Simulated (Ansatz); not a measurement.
Nudged elastic band, with input and output: C$_{18}$HN (part 2 of 3)

Continued. System: C$_{18}$HN (slab, 20 atoms in the cell). Method: DFT PBE, scalar-relativistic, plane waves, PAW, PAW set soft_1, no spin polarisation (Ansatz 0.2.0); cutoff 420 eV, 2×2×1 k-mesh, Fermi–Dirac smearing of 0.02 eV. It belongs to a series of runs on one base structure; here: band between the two ends.

Geometry of the input (Å; fractional positions):
```
7.3980  0.0000  0.0000
-3.6990  6.4069  0.0000
0.0000  0.0000  13.0000
C  0.0038  -0.0006  0.0764
C  0.2268  0.1100  0.0720
C  0.0052  0.3310  0.0714
C  0.2250  0.4410  0.0714
C  0.0027  0.6619  0.0721
C  0.2259  0.7727  0.0760
C  0.3391  -0.0008  0.0760
C  0.5565  0.1101  0.0791
C  0.3368  0.3298  0.0718
C  0.5602  0.4409  0.0714
C  0.3323  0.6618  0.0791
C  0.5559  0.7676  0.1026
C  0.6743  0.0044  0.1026
C  0.8983  0.1108  0.0791
C  0.6699  0.3309  0.0714
C  0.8930  0.4421  0.0718
C  0.6735  0.6611  0.0791
C  0.8903  0.7725  0.0764
N  0.6220  0.8860  0.2014
H  0.4939  0.8860  0.2321
```

**Log, continued**
```
NEB image 1
NEB image 2
NEB image 3
NEB image 4
NEB image 5
NEB iter   5: max|band force component| = 1.371e0 eV/Å  barrier→ = 3.6791 eV  barrier← = 0.6555 eV  Δτ_max = 0.1005 Å  (44 SCF iters)
NEB image 1
NEB image 2
NEB image 3
NEB image 4
NEB image 5
NEB iter   6: max|band force component| = 1.246e0 eV/Å  barrier→ = 3.4162 eV  barrier← = 0.3925 eV  Δτ_max = 0.0504 Å  (47 SCF iters)
NEB image 1
NEB image 2
NEB image 3
NEB image 4
NEB image 5
NEB iter   7: max|band force component| = 9.983e-1 eV/Å  barrier→ = 3.3890 eV  barrier← = 0.3653 eV  Δτ_max = 0.1014 Å  (38 SCF iters)
NEB image 1
NEB image 2
NEB image 3
NEB image 4
NEB image 5
NEB iter   8: max|band force component| = 1.282e0 eV/Å  barrier→ = 3.4319 eV  barrier← = 0.4082 eV  Δτ_max = 0.0502 Å  (47 SCF iters)
NEB image 1
NEB image 2
NEB image 3
NEB image 4
NEB image 5
NEB iter   9: max|band force component| = 7.894e-1 eV/Å  barrier→ = 3.4103 eV  barrier← = 0.3866 eV  Δτ_max = 0.0980 Å  (41 SCF iters)
NEB image 1
NEB image 2
NEB image 3
NEB image 4
NEB image 5
NEB iter  10: max|band force component| = 1.041e0 eV/Å  barrier→ = 3.3922 eV  barrier← = 0.3685 eV  Δτ_max = 0.0979 Å  (42 SCF iters)
NEB image 1
NEB image 2
NEB image 3
NEB image 4
NEB image 5
NEB iter  11: max|band force component| = 6.849e-1 eV/Å  barrier→ = 3.3952 eV  barrier← = 0.3716 eV  Δτ_max = 0.0971 Å  (40 SCF iters)
NEB image 1
NEB image 2
NEB image 3
NEB image 4
NEB image 5
NEB iter  12: max|band force component| = 9.436e-1 eV/Å  barrier→ = 3.4101 eV  barrier← = 0.3865 eV  CI = image 5  Δτ_max = 0.0990 Å  (42 SCF iters)
NEB image 1
NEB image 2
NEB image 3
NEB image 4
NEB image 5
NEB iter  13: max|band force component| = 8.953e-1 eV/Å  barrier→ = 3.5407 eV  barrier← = 0.5170 eV  CI = image 5  Δτ_max = 0.1002 Å  (40 SCF iters)
NEB image 1
NEB image 2
NEB image 3
NEB image 4
NEB image 5
NEB iter  14: max|band force component| = 3.134e-1 eV/Å  barrier→ = 3.5835 eV  barrier← = 0.5599 eV  CI = image 5  Δτ_max = 0.0402 Å  (39 SCF iters)
NEB image 1
NEB image 2
NEB image 3
NEB image 4
NEB image 5
NEB iter  15: max|band force component| = 3.189e-1 eV/Å  barrier→ = 3.5777 eV  barrier← = 0.5540 eV  CI = image 5  Δτ_max = 0.0201 Å  (38 SCF iters)
NEB image 1
NEB image 2
NEB image 3
NEB image 4
NEB image 5
NEB iter  16: max|band force component| = 1.692e-1 eV/Å  barrier→ = 3.5756 eV  barrier← = 0.5520 eV  CI = image 5  Δτ_max = 0.0331 Å  (33 SCF iters)
NEB image 1
NEB image 2
preconditioner: auto → Resta (q_TF=auto, 1.933 Å⁻¹)  ε∞=1.9  [insulator: Δε(μ)=0.434 eV  Ē_g=14.236 eV  σ=0.020 eV  W_gap=1.00  n_scr=66 (ndim 8)  ℏωp=13.2 eV  f_vac=0.684  D(μ)=0.00/eV (n_scr^D=0)  ε∞_Penn≈1.9  vacuum switching on, ρ_ref=1.5e-2 e/Å³]
NEB image 3
preconditioner: auto → Resta (q_TF=auto, 1.933 Å⁻¹)  ε∞=1.9  [insulator: Δε(μ)=0.468 eV  Ē_g=14.244 eV  σ=0.020 eV  W_gap=1.00  n_scr=66 (ndim 8)  ℏωp=13.2 eV  f_vac=0.683  D(μ)=0.00/eV (n_scr^D=0)  ε∞_Penn≈1.9  vacuum switching on, ρ_ref=1.5e-2 e/Å³]
NEB image 4
preconditioner: auto → Resta (q_TF=auto, 1.933 Å⁻¹)  ε∞=1.9  [insulator: Δε(μ)=0.286 eV  Ē_g=14.275 eV  σ=0.020 eV  W_gap=1.00  n_scr=66 (ndim 8)  ℏωp=13.2 eV  f_vac=0.684  D(μ)=0.04/eV (n_scr^D=0)  ε∞_Penn≈1.9  vacuum switching on, ρ_ref=1.5e-2 e/Å³]
NEB image 5
preconditioner: auto → LDOS  [insulator: Δε(μ)=0.076 eV  Ē_g=14.317 eV  σ=0.020 eV  W_gap=0.74  n_scr=66 (ndim 8)  ℏωp=13.2 eV  f_vac=0.685  D(μ)=6.28/eV (n_scr^D=22)  ε∞_Penn≈1.9  β→1.0]
NEB image 1
NSCF: frozen V_eff on 4 k-points
NEB image 2
NSCF: frozen V_eff on 4 k-points
NEB image 3
NSCF: frozen V_eff on 4 k-points
NEB image 4
NSCF: frozen V_eff on 4 k-points
NEB image 5
NSCF: frozen V_eff on 4 k-points
the band table was solved once a step of the walk had ended and its energy, with any forces and stress, was formed, with the checks that follow a solve (1993 applications of the Hamiltonian). They found nothing against the state; the energy, forces and stress were not computed again (output.eigenvalues in the input reference)
NEB image 5, as the band closes
preconditioner: auto → LDOS  [insulator: Δε(μ)=0.074 eV  Ē_g=14.318 eV  σ=0.020 eV  W_gap=0.73  n_scr=66 (ndim 8)  ℏωp=13.2 eV  f_vac=0.686  D(μ)=6.41/eV (n_scr^D=22)  ε∞_Penn≈1.9  β→1.0]
NEB point 1 about image 5
preconditioner: auto → LDOS  [insulator: Δε(μ)=0.101 eV  Ē_g=14.317 eV  σ=0.020 eV  W_gap=0.85  n_scr=66 (ndim 8)  ℏωp=13.2 eV  f_vac=0.685  D(μ)=3.51/eV (n_scr^D=10)  ε∞_Penn≈1.9  β→1.0]
NEB point 2 about image 5
preconditioner: auto → LDOS  [insulator: Δε(μ)=0.057 eV  Ē_g=14.320 eV  σ=0.020 eV  W_gap=0.61  n_scr=66 (ndim 8)  ℏωp=13.2 eV  f_vac=0.686  D(μ)=9.84/eV (n_scr^D=42)  ε∞_Penn≈1.9  β→1.0]
NEB point 3 about image 5
preconditioner: auto → LDOS  [insulator: Δε(μ)=0.070 eV  Ē_g=14.322 eV  σ=0.020 eV  W_gap=0.70  n_scr=66 (ndim 8)  ℏωp=13.2 eV  f_vac=0.686  D(μ)=7.13/eV (n_scr^D=34)  ε∞_Penn≈1.9  β→1.0]
NEB point 4 about image 5
preconditioner: auto → LDOS  [insulator: Δε(μ)=0.084 eV  Ē_g=14.314 eV  σ=0.020 eV  W_gap=0.78  n_scr=66 (ndim 8)  ℏωp=13.2 eV  f_vac=0.686  D(μ)=5.03/eV (n_scr^D=22)  ε∞_Penn≈1.9  β→1.0]
NEB point 5 about image 5
preconditioner: auto → LDOS  [insulator: Δε(μ)=0.114 eV  Ē_g=14.306 eV  σ=0.020 eV  W_gap=0.89  n_scr=66 (ndim 8)  ℏωp=13.2 eV  f_vac=0.685  D(μ)=2.75/eV (n_scr^D=2)  ε∞_Penn≈1.9  β→1.0]
NEB point 6 about image 5
preconditioner: auto → LDOS  [insulator: Δε(μ)=0.076 eV  Ē_g=14.313 eV  σ=0.020 eV  W_gap=0.74  n_scr=66 (ndim 8)  ℏωp=13.2 eV  f_vac=0.685  D(μ)=6.70/eV (n_scr^D=34)  ε∞_Penn≈1.9  β→1.0]
NEB point 7 about image 5
preconditioner: auto → LDOS  [insulator: Δε(μ)=0.080 eV  Ē_g=14.318 eV  σ=0.020 eV  W_gap=0.76  n_scr=66 (ndim 8)  ℏωp=13.2 eV  f_vac=0.686  D(μ)=5.48/eV (n_scr^D=22)  ε∞_Penn≈1.9  β→1.0]
NEB point 8 about image 5
preconditioner: auto → LDOS  [insulator: Δε(μ)=0.081 eV  Ē_g=14.311 eV  σ=0.020 eV  W_gap=0.77  n_scr=66 (ndim 8)  ℏωp=13.2 eV  f_vac=0.686  D(μ)=5.28/eV (n_scr^D=22)  ε∞_Penn≈1.9  β→1.0]
NEB point 9 about image 5
preconditioner: auto → LDOS  [insulator: Δε(μ)=0.081 eV  Ē_g=14.308 eV  σ=0.020 eV  W_gap=0.77  n_scr=66 (ndim 8)  ℏωp=13.2 eV  f_vac=0.686  D(μ)=5.44/eV (n_scr^D=22)  ε∞_Penn≈1.9  β→1.0]
NEB point 10 about image 5
preconditioner: auto → LDOS  [insulator: Δε(μ)=0.058 eV  Ē_g=14.302 eV  σ=0.020 eV  W_gap=0.62  n_scr=66 (ndim 8)  ℏωp=13.2 eV  f_vac=0.686  D(μ)=8.18/eV (n_scr^D=36)  ε∞_Penn≈1.9  β→1.0]
NEB point 11 about image 5
preconditioner: auto → LDOS  [metal: Δε(μ)=0.037 eV  Ē_g=14.294 eV  σ=0.020 eV  W_gap=0.43  n_scr=66 (ndim 8)  ℏωp=13.2 eV  f_vac=0.685  D(μ)=11.61/eV (n_scr^D=66)  β→1.0]
NEB point 12 about image 5
preconditioner: auto → LDOS  [metal: Δε(μ)=0.028 eV  Ē_g=14.303 eV  σ=0.020 eV  W_gap=0.34  n_scr=66 (ndim 8)  ℏωp=13.2 eV  f_vac=0.685  D(μ)=12.83/eV (n_scr^D=68)  β→1.0]
NEB point 13 about image 5
preconditioner: auto → LDOS  [insulator: Δε(μ)=0.054 eV  Ē_g=14.310 eV  σ=0.020 eV  W_gap=0.57  n_scr=66 (ndim 8)  ℏωp=13.2 eV  f_vac=0.685  D(μ)=11.19/eV (n_scr^D=66)  ε∞_Penn≈1.9  β→1.0]
NEB point 14 about image 5
preconditioner: auto → LDOS  [insulator: Δε(μ)=0.110 eV  Ē_g=14.321 eV  σ=0.020 eV  W_gap=0.88  n_scr=66 (ndim 8)  ℏωp=13.2 eV  f_vac=0.685  D(μ)=2.81/eV (n_scr^D=2)  ε∞_Penn≈1.9  β→1.0]
NEB point 15 about image 5
preconditioner: auto → LDOS  [insulator: Δε(μ)=0.081 eV  Ē_g=14.317 eV  σ=0.020 eV  W_gap=0.77  n_scr=66 (ndim 8)  ℏωp=13.2 eV  f_vac=0.685  D(μ)=5.25/eV (n_scr^D=22)  ε∞_Penn≈1.9  β→1.0]
NEB point 16 about image 5
preconditioner: auto → LDOS  [insulator: Δε(μ)=0.100 eV  Ē_g=14.318 eV  σ=0.020 eV  W_gap=0.84  n_scr=66 (ndim 8)  ℏωp=13.2 eV  f_vac=0.685  D(μ)=4.90/eV (n_scr^D=22)  ε∞_Penn≈1.9  β→1.0]
NEB point 17 about image 5
preconditioner: auto → LDOS  [insulator: Δε(μ)=0.060 eV  Ē_g=14.316 eV  σ=0.020 eV  W_gap=0.63  n_scr=66 (ndim 8)  ℏωp=13.2 eV  f_vac=0.685  D(μ)=8.80/eV (n_scr^D=36)  ε∞_Penn≈1.9  β→1.0]
NEB point 18 about image 5
preconditioner: auto → LDOS  [insulator: Δε(μ)=0.083 eV  Ē_g=14.312 eV  σ=0.020 eV  W_gap=0.78  n_scr=66 (ndim 8)  ℏωp=13.2 eV  f_vac=0.686  D(μ)=4.99/eV (n_scr^D=22)  ε∞_Penn≈1.9  β→1.0]
NEB point 19 about image 5
preconditioner: auto → LDOS  [insulator: Δε(μ)=0.053 eV  Ē_g=14.318 eV  σ=0.020 eV  W_gap=0.58  n_scr=66 (ndim 8)  ℏωp=13.2 eV  f_vac=0.686  D(μ)=8.84/eV (n_scr^D=36)  ε∞_Penn≈1.9  β→1.0]
NEB point 20 about image 5
preconditioner: auto → LDOS  [insulator: Δε(μ)=0.068 eV  Ē_g=14.312 eV  σ=0.020 eV  W_gap=0.69  n_scr=66 (ndim 8)  ℏωp=13.2 eV  f_vac=0.685  D(μ)=8.01/eV (n_scr^D=36)  ε∞_Penn≈1.9  β→1.0]
NEB point between images 0 and 1
preconditioner: auto → Resta (q_TF=auto, 1.933 Å⁻¹)  ε∞=1.8  [insulator: Δε(μ)=0.255 eV  Ē_g=14.374 eV  σ=0.020 eV  W_gap=1.00  n_scr=66 (ndim 8)  ℏωp=13.2 eV  f_vac=0.685  D(μ)=0.08/eV (n_scr^D=0)  ε∞_Penn≈1.8  vacuum switching on, ρ_ref=1.5e-2 e/Å³]
NEB point between images 1 and 2
preconditioner: auto → Resta (q_TF=auto, 1.933 Å⁻¹)  ε∞=1.9  [insulator: Δε(μ)=0.306 eV  Ē_g=14.235 eV  σ=0.020 eV  W_gap=1.00  n_scr=66 (ndim 8)  ℏωp=13.2 eV  f_vac=0.685  D(μ)=0.02/eV (n_scr^D=0)  ε∞_Penn≈1.9  vacuum switching on, ρ_ref=1.5e-2 e/Å³]
  greatest PAW one-centre occupation: 0.818 electrons in one spin orbital (limit 2), on the N atom at site 18 (counted from 0), in its partial waves of l = 0
NEB point between images 2 and 3
preconditioner: auto → Resta (q_TF=auto, 1.933 Å⁻¹)  ε∞=1.9  [insulator: Δε(μ)=0.651 eV  Ē_g=14.214 eV  σ=0.020 eV  W_gap=1.00  n_scr=66 (ndim 8)  ℏωp=13.2 eV  f_vac=0.683  D(μ)=0.00/eV (n_scr^D=0)  ε∞_Penn≈1.9  vacuum switching on, ρ_ref=1.5e-2 e/Å³]
NEB point between images 3 and 4
preconditioner: auto → Resta (q_TF=auto, 1.933 Å⁻¹)  ε∞=1.9  [insulator: Δε(μ)=0.418 eV  Ē_g=14.262 eV  σ=0.020 eV  W_gap=1.00  n_scr=66 (ndim 8)  ℏωp=13.2 eV  f_vac=0.683  D(μ)=0.00/eV (n_scr^D=0)  ε∞_Penn≈1.9  vacuum switching on, ρ_ref=1.5e-2 e/Å³]
NEB point between images 4 and 5
preconditioner: auto → LDOS  [insulator: Δε(μ)=0.162 eV  Ē_g=14.290 eV  σ=0.020 eV  W_gap=0.97  n_scr=66 (ndim 8)  ℏωp=13.2 eV  f_vac=0.685  D(μ)=0.85/eV (n_scr^D=2)  ε∞_Penn≈1.9  β→1.0]
NEB point between images 5 and 6
preconditioner: auto → Resta (q_TF=auto, 1.933 Å⁻¹)  ε∞=1.9  [insulator: Δε(μ)=0.239 eV  Ē_g=14.278 eV  σ=0.020 eV  W_gap=0.99  n_scr=66 (ndim 8)  ℏωp=13.2 eV  f_vac=0.684  D(μ)=0.13/eV (n_scr^D=0)  ε∞_Penn≈1.9  vacuum switching on, ρ_ref=1.5e-2 e/Å³]
preconditioner: auto → LDOS  [insulator: Δε(μ)=0.124 eV  Ē_g=14.278 eV  σ=0.020 eV  W_gap=0.91  n_scr=66 (ndim 8)  ℏωp=13.2 eV  f_vac=0.684  D(μ)=2.04/eV (n_scr^D=2)  ε∞_Penn≈1.9  β→1.0]
NEB point between images 0 and 1
preconditioner: auto → Resta (q_TF=auto, 1.933 Å⁻¹)  ε∞=1.8  [insulator: Δε(μ)=0.248 eV  Ē_g=14.387 eV  σ=0.020 eV  W_gap=1.00  n_scr=66 (ndim 8)  ℏωp=13.2 eV  f_vac=0.685  D(μ)=0.10/eV (n_scr^D=0)  ε∞_Penn≈1.8  vacuum switching on, ρ_ref=1.5e-2 e/Å³]
NEB point between images 0 and 1
preconditioner: auto → Resta (q_TF=auto, 1.933 Å⁻¹)  ε∞=1.8  [insulator: Δε(μ)=0.263 eV  Ē_g=14.366 eV  σ=0.020 eV  W_gap=1.00  n_scr=66 (ndim 8)  ℏωp=13.2 eV  f_vac=0.685  D(μ)=0.07/eV (n_scr^D=0)  ε∞_Penn≈1.8  vacuum switching on, ρ_ref=1.5e-2 e/Å³]
NEB point between images 1 and 2
preconditioner: auto → Resta (q_TF=auto, 1.933 Å⁻¹)  ε∞=1.9  [insulator: Δε(μ)=0.279 eV  Ē_g=14.296 eV  σ=0.020 eV  W_gap=1.00  n_scr=66 (ndim 8)  ℏωp=13.2 eV  f_vac=0.685  D(μ)=0.05/eV (n_scr^D=0)  ε∞_Penn≈1.9  vacuum switching on, ρ_ref=1.5e-2 e/Å³]
NEB point between images 1 and 2
preconditioner: auto → Resta (q_TF=auto, 1.933 Å⁻¹)  ε∞=1.9  [insulator: Δε(μ)=0.373 eV  Ē_g=14.192 eV  σ=0.020 eV  W_gap=1.00  n_scr=66 (ndim 8)  ℏωp=13.2 eV  f_vac=0.685  D(μ)=0.00/eV (n_scr^D=0)  ε∞_Penn≈1.9  vacuum switching on, ρ_ref=1.5e-2 e/Å³]
  greatest PAW one-centre occupation: 0.822 electrons in one spin orbital (limit 2), on the N atom at site 18 (counted from 0), in its partial waves of l = 0
NEB point between images 2 and 3
preconditioner: auto → Resta (q_TF=auto, 1.933 Å⁻¹)  ε∞=1.9  [insulator: Δε(μ)=0.562 eV  Ē_g=14.210 eV  σ=0.020 eV  W_gap=1.00  n_scr=66 (ndim 8)  ℏωp=13.2 eV  f_vac=0.683  D(μ)=0.00/eV (n_scr^D=0)  ε∞_Penn≈1.9  vacuum switching on, ρ_ref=1.5e-2 e/Å³]
NEB point between images 2 and 3
preconditioner: auto → Resta (q_TF=auto, 1.933 Å⁻¹)  ε∞=1.9  [insulator: Δε(μ)=0.674 eV  Ē_g=14.236 eV  σ=0.020 eV  W_gap=1.00  n_scr=66 (ndim 8)  ℏωp=13.2 eV  f_vac=0.682  D(μ)=0.00/eV (n_scr^D=0)  ε∞_Penn≈1.9  vacuum switching on, ρ_ref=1.5e-2 e/Å³]
NEB point between images 4 and 5
preconditioner: auto → Resta (q_TF=auto, 1.933 Å⁻¹)  ε∞=1.9  [insulator: Δε(μ)=0.232 eV  Ē_g=14.276 eV  σ=0.020 eV  W_gap=0.99  n_scr=66 (ndim 8)  ℏωp=13.2 eV  f_vac=0.684  D(μ)=0.15/eV (n_scr^D=0)  ε∞_Penn≈1.9  vacuum switching on, ρ_ref=1.5e-2 e/Å³]
preconditioner: auto → LDOS  [insulator: Δε(μ)=0.158 eV  Ē_g=14.270 eV  σ=0.020 eV  W_gap=0.96  n_scr=66 (ndim 8)  ℏωp=13.2 eV  f_vac=0.684  D(μ)=0.93/eV (n_scr^D=2)  ε∞_Penn≈1.9  β→1.0]
NEB point between images 4 and 5
preconditioner: auto → LDOS  [insulator: Δε(μ)=0.054 eV  Ē_g=14.319 eV  σ=0.020 eV  W_gap=0.59  n_scr=66 (ndim 8)  ℏωp=13.2 eV  f_vac=0.686  D(μ)=9.58/eV (n_scr^D=36)  ε∞_Penn≈1.9  β→1.0]
NEB point between images 5 and 6
preconditioner: auto → LDOS  [insulator: Δε(μ)=0.160 eV  Ē_g=14.290 eV  σ=0.020 eV  W_gap=0.96  n_scr=66 (ndim 8)  ℏωp=13.2 eV  f_vac=0.685  D(μ)=0.87/eV (n_scr^D=2)  ε∞_Penn≈1.9  β→1.0]
NEB point between images 5 and 6
preconditioner: auto → Resta (q_TF=auto, 1.933 Å⁻¹)  ε∞=1.9  [insulator: Δε(μ)=0.294 eV  Ē_g=14.276 eV  σ=0.020 eV  W_gap=1.00  n_scr=66 (ndim 8)  ℏωp=13.2 eV  f_vac=0.683  D(μ)=0.03/eV (n_scr^D=0)  ε∞_Penn≈1.9  vacuum switching on, ρ_ref=1.5e-2 e/Å³]
NEB iter  17: max|band force component| = 4.386e-2 eV/Å  barrier→ = 3.5734 eV  barrier← = 0.5497 eV  CI = image 5  CI's point: of a kind that is not told: the force calls were inconclusive, a negative curvature could not be distinguished from the path's own, the only one lies far off the path, or fixed occupations may fill a level only in part  Δτ_max = 0.0000 Å  (408 SCF iters)
```

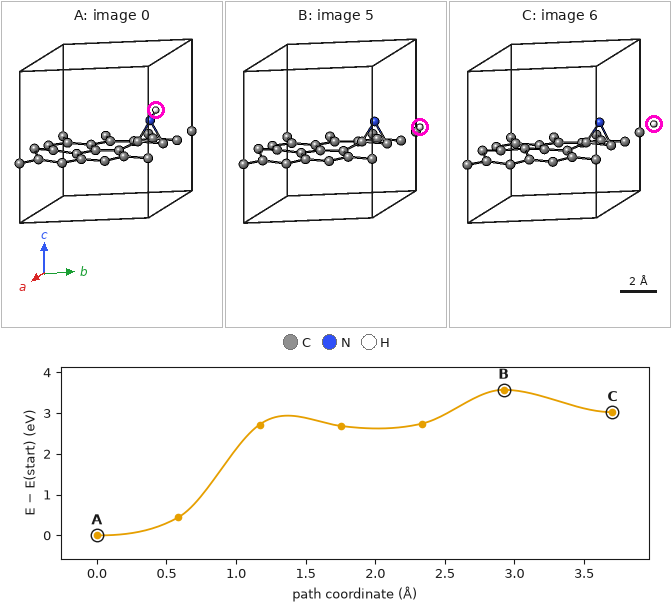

Images of the last band (counted from 0; ball-and-stick, simulation cell, with the vacuum cut short, seen slightly off an axis), with the moving atom and its periodic copies ringed, above the energy along the path; the line is a cubic interpolation that uses the forces. The highest image is number 5, 3.573 eV above the start and 0.550 eV above the end (the climbing image); the end lies 3.024 eV above the start. A further maximum stands at image 2, 2.721 eV from the start, so the path isn't one elementary step. The path is 3.70 Å long, and H20 moves most (2.98 Å). The band converged in 17 iterations.

```
Free energy (F): -4910.598044 eV
Harris-Foulkes:  -4910.598044 eV  (|F-HF|=4.80e-7)
Internal energy: -4910.589050 eV  (E = F + TS)
E sigma→0 (E₀):  -4910.593547 eV
Entropy (-TS):   -0.008994 eV (-0.450 meV/atom)
Fermi energy:    -1.614436 eV
--- Per-component energies (eV) ---
  E_band       = -826.185739
  E_kinetic    = 1739.980554
  E_local      = -19888.931284  (includes V_loc(G=0)·N_el)
  E_nonlocal   = 458.406763
  E_hartree    = 9076.954093
  E_xc         = -913.840014
  E_vxc        = -1127.983481  (∫ρ·V_xc dr)
  E_paw        = -1929.836416  (= ΣΔE_a)
  E_vpaw       = -161.568575  (= ΣTr[D̂ρ^β])
  E_aug_tail   = 0.000277  (compensation charges beyond the density's cutoff)
  E_ewald      = 6546.676978
  E_smearing   = -0.008994  (= −TS)
  E_closure    = -0.000000  (closes the sum)
  Σ components = -4910.598044   (vs F -4910.598044, Δ=0.00e0)
--- Forces (eV/Å), atoms counted from 1 ---
  atom   1  C     -0.00416339     0.00494658    -0.00093623
  atom   2  C     -0.00080378    -0.00462529     0.00355633
  atom   3  C     -0.00465900     0.00399953     0.00186866
  atom   4  C      0.01769018    -0.01572643    -0.00394370
  atom   5  C     -0.01077221     0.00042811    -0.00170847
  atom   6  C      0.00223514     0.00283073     0.00251191
  atom   7  C      0.00308725     0.00240554    -0.00402182
  atom   8  C     -0.01357549    -0.01062553    -0.00026370
[...]
  atom   9  C     -0.00983892     0.01113104     0.00126803
  atom  10  C      0.01748335    -0.01685795    -0.00338550
  atom  11  C     -0.00509675     0.00621825    -0.00640476
  atom  12  C     -0.01650434    -0.02411278     0.00172974
  atom  13  C      0.01525954     0.01674547     0.01389796
  atom  14  C      0.00375509    -0.00149905    -0.00475612
  atom  15  C     -0.02269415     0.00685638     0.00196208
  atom  16  C      0.00429608     0.00285432     0.00016135
  atom  17  C      0.00370305     0.01451968     0.00228686
  atom  18  C      0.00116865     0.00202211     0.00263113
  atom  19  N      0.00619612    -0.01230795    -0.01130831
  atom  20  H      0.01318836     0.01077900     0.00502666
  max |Σ_I F_I| component: 1.72e-4 eV/Å
--- Band table (eV) ---
  k-point 0: bands = ["-22.0745", "-20.5388", "-19.3207", "-18.6014", "-18.5581", "-18.4399", "-18.3632", "-16.0378", "-14.5466", "-14.2312", "-14.2131", "-13.2296", "-12.3021", "-12.0741", "-11.6949", "-11.3963", "-11.2859", "-11.1976", "-11.1672", "-10.4536", "-9.2985", "-8.1400", "-7.6425", "-7.4806", "-7.4436", "-7.3739", "-7.3367", "-7.3151", "-6.8540", "-6.2296", "-6.0916", "-5.9387", "-5.0311", "-4.6794", "-4.6188", "-4.4857", "-2.5261", "-1.8914", "-1.6913", "-1.5793", "-0.2757", "1.4934", "1.8659", "2.4848", "3.1163", "3.1454", "3.4098", "3.5599", "3.6759", "4.2346", "4.9321", "5.3021", "5.4000", "5.4884", "5.5322", "5.7968", "5.8467", "6.0147", "6.0462"]
```
